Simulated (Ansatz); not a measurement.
Cost and result by functional for the surface energy of the (221) surface of fcc Au in its 1x1 cell, outermost plane spacing 0.69 Å in the ideal cut, in Ansatz (plane waves, PAW). Single points on the PBE structure, on one kind of machine; costs are rough ratios of the slab run's core time (references not counted) to the cheapest single point. r2SCAN's cost holds its higher cutoff (500 against 420 eV). Differences are taken against r2SCAN for comparison alone: no measured value is at hand, so the table doesn't rank accuracy.

Set-up: 16 atoms, 10.4 Å thick at the start (thin: gaps and levels are the slab's own); mesh 13x5x1; 0.1 eV smearing; dipole correction on; all atoms relaxed; start symmetry kept, larger cells not searched; no spin, no spin-orbit, no U. These notes are the PBE run's.

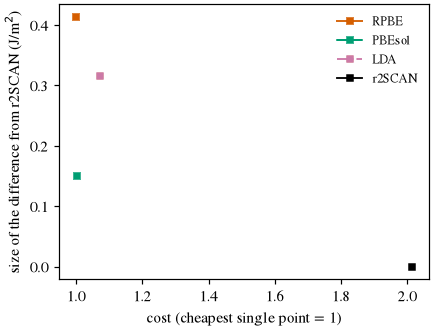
Figure: Difference from r2SCAN against cost

```tsv
functional	relative cost	surface energy (J/m²)	less r2SCAN (J/m²)
RPBE	1	0.56	-0.41
PBEsol	1	1.12	0.15
LDA	1	1.29	0.32
r2SCAN	2	0.97	0.00
PBE (the relaxed run's value)	–	0.79	-0.18
```

The values span 0.73 J/m², while the single points' costs differ by a factor of roughly 2. Differences are of unrounded values.

Ansatz is a program for electronic structure.
